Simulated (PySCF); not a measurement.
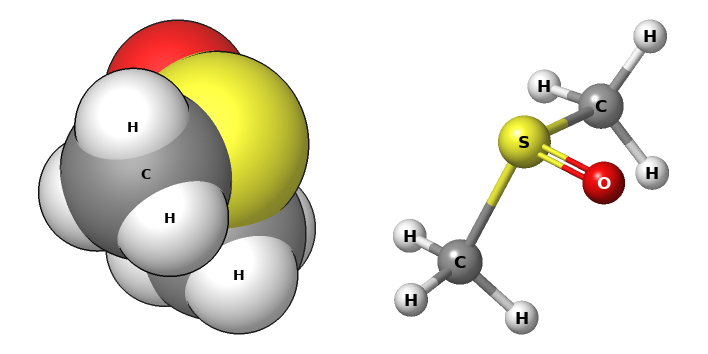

Both panels show the same species.

The geometry was computed by an optimisation with GFN2-xTB. No frequency run is at hand to confirm it as a minimum.

**Count the atoms of each element.**

C₂H₆OS, 10 atoms: 2 carbon, 6 hydrogen, 1 oxygen and 1 sulfur.

**Give a SMILES string for it.**

CS(C)=O

The parts below concern this one geometry. Atoms keep their numbers from picture to picture.

**Symmetry**

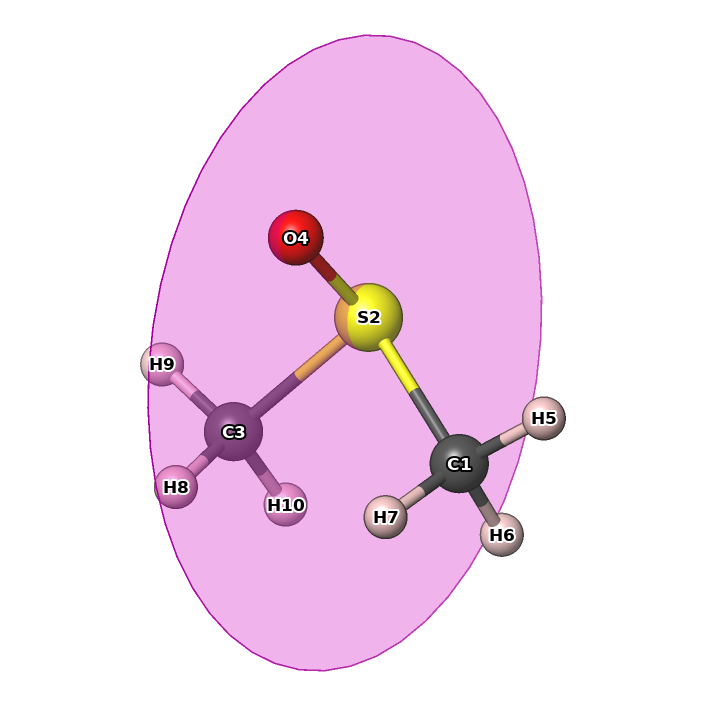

A disc through the centre of mass is drawn in. Depth is shown by fading: the farther an atom, the more it takes the colour of the background. No frequency run is at hand to confirm it as a minimum.

**Is the plane of the disc a mirror plane of the structure?**

Yes. The reflection leaves S2, O4 in place and moves C1 ↔ C3; H5 ↔ H9; H6 ↔ H10; H7 ↔ H8. The point group is Cs.

**NMR shielding**

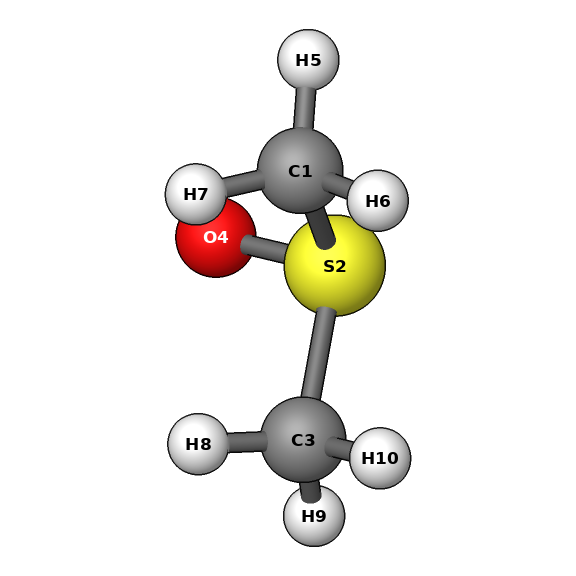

No frequency run is at hand to confirm it as a minimum. Method: GIAO PBE0/pcSseg-1 NMR shielding, non-relativistic, gas phase (PySCF 2.14.0). Principal shieldings σ11 ≤ σ22 ≤ σ33, span Ω = σ33 − σ11, skew κ = 3(σiso − σ22)/Ω.

Give the shielding tensors of the O atoms.

| atom | σ11 | σ22 | σ33 | σiso | Ω | κ |
| --- | --- | --- | --- | --- | --- | --- |
| O4 | 57.5 | 302.7 | 464.6 | 274.9 | 407.2 | −0.20 |

Shieldings and span in ppm.

**Electronic properties**

No frequency run is at hand to confirm it as a minimum. Method: PBE0/pcSseg-1, gas phase (PySCF 2.14.0).

Predict the main results.

- dipole moment: 3.77 D
- HOMO energy (Kohn–Sham orbital): −6.63 eV
- LUMO energy (Kohn–Sham orbital): 0.93 eV
- HOMO–LUMO gap: 7.56 eV

**Charges**

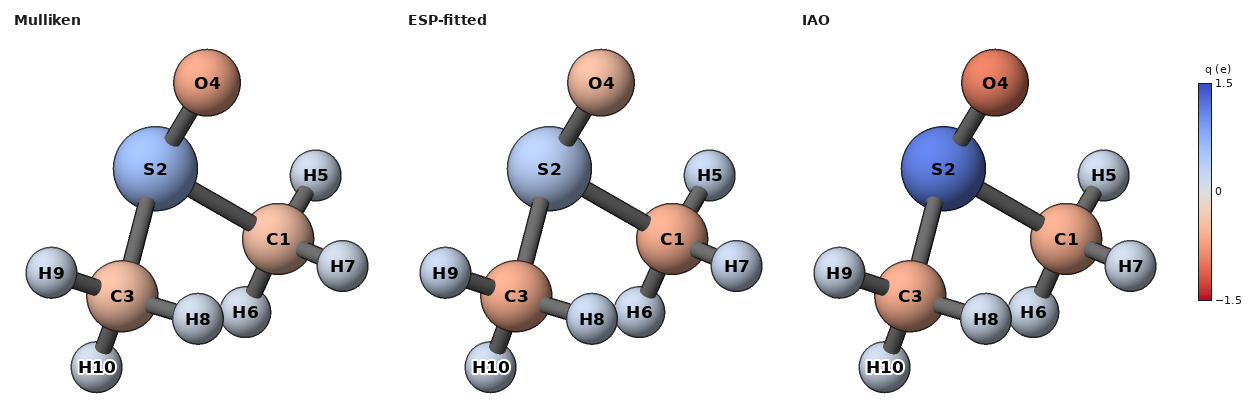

Atomic charges of one calculation by 3 schemes, on one colour scale. No frequency run is at hand to confirm it as a minimum. Level of theory: PBE0/pcSseg-1 (PySCF 2.14.0).

**Which scheme gives the most polar picture (largest mean size of the charges)?**

The IAO charges are the largest in size here, and the Mulliken charges the smallest.

**On which atom do the schemes disagree most?**

On S2 (from 0.36 to 1.10 e).

List the charges (e), one line for each set of equivalent atoms.

```json
{"atom": "C1, C3", "Mulliken": "−0.41", "ESP-fitted": "−0.57", "IAO": "−0.58"}
{"atom": "S2", "Mulliken": "0.56", "ESP-fitted": "0.36", "IAO": "1.10"}
{"atom": "O4", "Mulliken": "−0.62", "ESP-fitted": "−0.43", "IAO": "−0.91"}
{"atom": "H5, H9", "Mulliken": "0.16", "ESP-fitted": "0.21", "IAO": "0.17"}
{"atom": "H6, H10", "Mulliken": "0.13", "ESP-fitted": "0.18", "IAO": "0.16"}
{"atom": "H7, H8", "Mulliken": "0.15", "ESP-fitted": "0.21", "IAO": "0.16"}
```

**Quadrupole coupling**

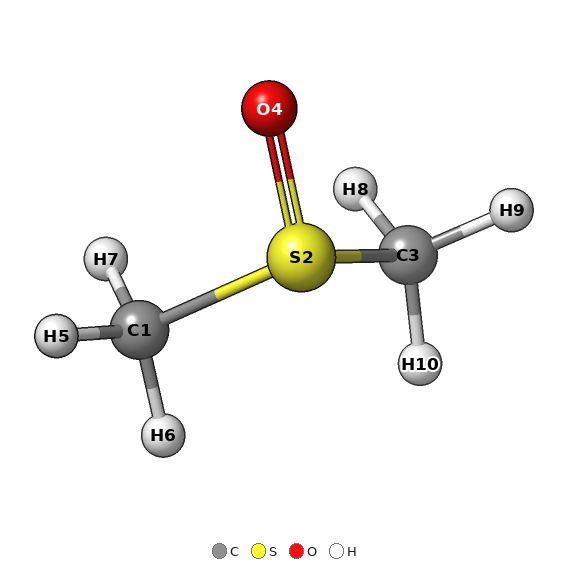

No frequency run is at hand to confirm it as a minimum. Electric field gradients from the ground-state density, PBE0/pcSseg-1 (PySCF 2.14.0), non-relativistic apart from any core potentials.

Give the largest field-gradient component, the quadrupole coupling constant and the asymmetry for 33S at S2 (Q = −67.81 mb), 17O at O4 (Q = −25.6 mb), 2H at H5 (Q = 2.86 mb), 2H at H6 (Q = 2.86 mb), 2H at H7 (Q = 2.86 mb).

```csv
atom,V_zz (a.u.),e²qQ/h (MHz),η
S2,−2.090,33.3,0.02
O4,1.703,−10.25,0.37
H5,0.317,0.213,0.04
H6,0.320,0.215,0.04
H7,0.318,0.214,0.03
```

Mulliken values depend strongly on the basis set and can even reverse the polarity of a bond.
